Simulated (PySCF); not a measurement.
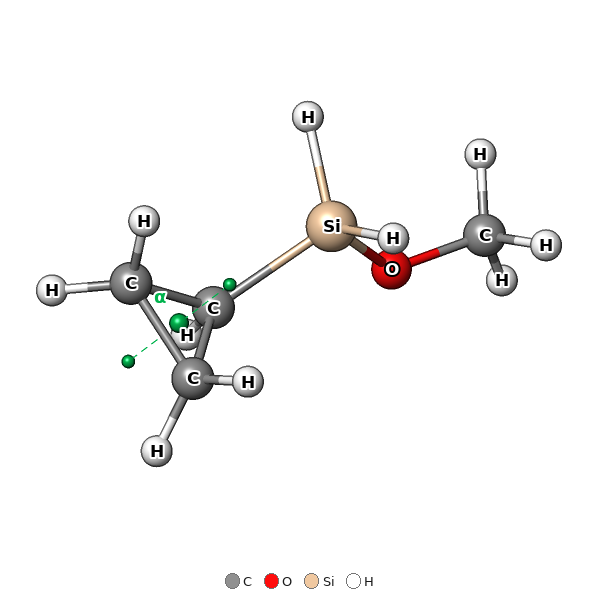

The small points mark where nucleus-independent chemical shifts (NICS) were computed: at the centre of each lettered ring and 1 Å above and below it. The computed structure is the end point of a GFN2-xTB optimisation. No frequency run is at hand to confirm it as a minimum. Properties computed with GIAO PBE0/pcSseg-1 NMR shielding, non-relativistic, gas phase (PySCF 2.14.0).

Give NICS(0), NICS(1) and the out-of-plane component NICS(1)zz for each ring (means of the two sides).

| ring | members | NICS(0) | NICS(1) | NICS(1)zz |
| --- | --- | --- | --- | --- |
| α | C3 | −45.7 | −8.8 | −23.9 |

Values in ppm.

The geometry is semi-empirical. Around Si such bond lengths and angles can be off by a tenth of an ångström or more and by several degrees, and values that hang on the shape move with them.
